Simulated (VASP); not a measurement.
Band structure of SnS₂. Calculation: PBE GGA, VASP's PBE PAW potentials (set 64) (plane waves; VASP).

The cell holds a wide vacuum, so values per volume refer to the whole cell. Unless said otherwise, spin-orbit coupling is left out, though it shifts the bands of the heavy elements here.

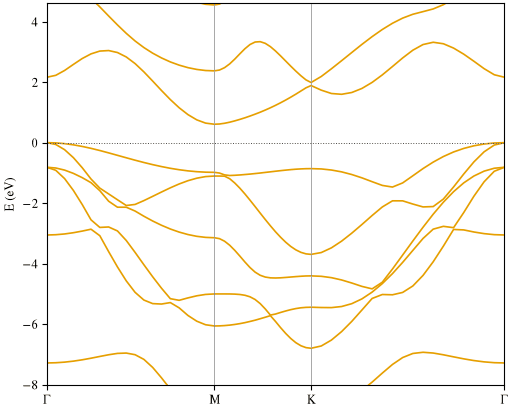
*Bands along high-symmetry lines, zero at the valence-band maximum or, without a gap, the Fermi level*

Question: Read the plot: is there a gap, and where are the band edges?

Answer: The gap is indirect, 0.61 eV, from the valence maximum at Γ to the conduction minimum at M.

The cell is a sheet with vacuum, built from a generated structure.
